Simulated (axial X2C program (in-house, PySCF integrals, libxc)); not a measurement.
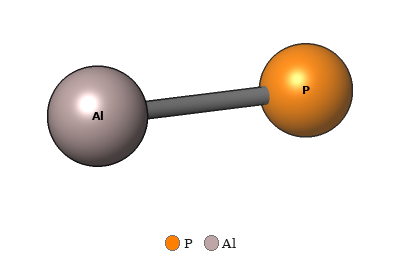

Figure 1. The molecule at the reference distance of 2.491 Å.

## PAl⁺: relativistic diatomic calculation

PAl⁺, single determinant with Ω = 1/2 (not the lowest found). The distance is the PBE0 minimum at charge 1. Computed at this level: expectation values, HF and Kohn-Sham, two-component X2C with atomic mean-field Coulomb and Gaunt terms, P dyall-v3z, Al dyall-v3z (cores contracted) (axial X2C program (in-house, PySCF integrals, libxc)).

## Results in brief

- outcome: converged; the determinant mixes spin states
- hardware: 1 thread of Arm Neoverse N1, 98 GiB of memory available, shared host
- wall time: 1.8 s
- peak memory: 0.22 GiB

## Input file
```
{"zs": [15, 13], "q": 1, "bas": ["dyall-v3z", "dyall-v3z"], "r0": 2.15, "levels": ["PBE0", "HF", "B3LYP", "BHandHLYP", "LDA"], "nst": 3}
```

The line is the task of a batch: nuclear charges, charge, bases, the levels to run, a first guess of the distance and further settings. This report covers the levels named above. The log is that of the reference distance, started from orbitals converged before.

Launched within a batch (the task file carries these settings):
```bash
python <driver script> task.json out
```

## Output
```
two-component X2C + atomic mean field  PBE0
basis functions 95  fitting functions 600  grid points 4360
iter        total energy     max residual
   1       -584.384639809     4.90e-05
   2       -584.384639796     5.78e-05
   3       -584.384639861     1.75e-06
   4       -584.384639862     7.66e-07
converged
one-electron -885.93820134  Coulomb 301.66058899  exact exchange -10.15515556  xc functional -31.30110960  nuclear repulsion 41.42495228  atomic mean-field constant -0.07571462
```

## Expectation values by level of theory

| quantity | PBE0 | HF | B3LYP | BHandHLYP | LDA |
| --- | --- | --- | --- | --- | --- |
| effective field for an electron dipole moment (GV/cm) | −0.0897 | −0.0992 | −0.0841 | −0.0865 | −0.0859 |
| field gradient at the first nucleus (a.u.) | −0.207 | 0.00235 | −0.191 | −0.0809 | −0.323 |
| field gradient at the second nucleus (a.u.) | −0.744 | −0.845 | −0.712 | −0.729 | −0.713 |
| A∥/gI, first nucleus (MHz) | −448 | −305 | −443 | −400 | −470 |
| A∥/gI, second nucleus (MHz) | −598 | −427 | −597 | −523 | −741 |

Each column comes from one determinant with 3 or more unpaired spinors, which can mix states, in a basis with contracted cores. Its net spin projection is 0.50, less than that of parallel spins, so it mixes states of different spin, and the effective field and the spin part of A∥ belong to no true state. The levels disagree widely: the field gradient at the first nucleus runs from −0.323 to 0.00235 a.u. They may not all have settled in the same state, and these values aren't reliable properties of the molecule.

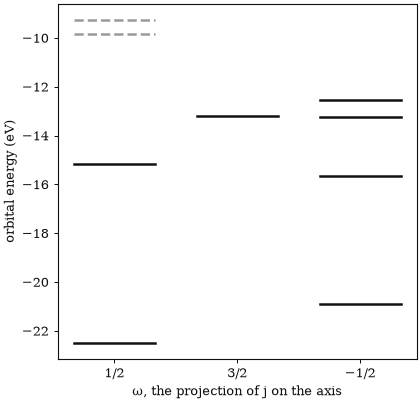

Figure 2. Orbital energies (PBE0) near the frontier at 2.49 Å, filled (solid) and empty (dashed). The highest filled spinor (−1/2; 44 % P p, 34 % Al p) lies at −12.53 eV, the lowest empty one (1/2; 41 % P p, 28 % Al p) at −9.85 eV.
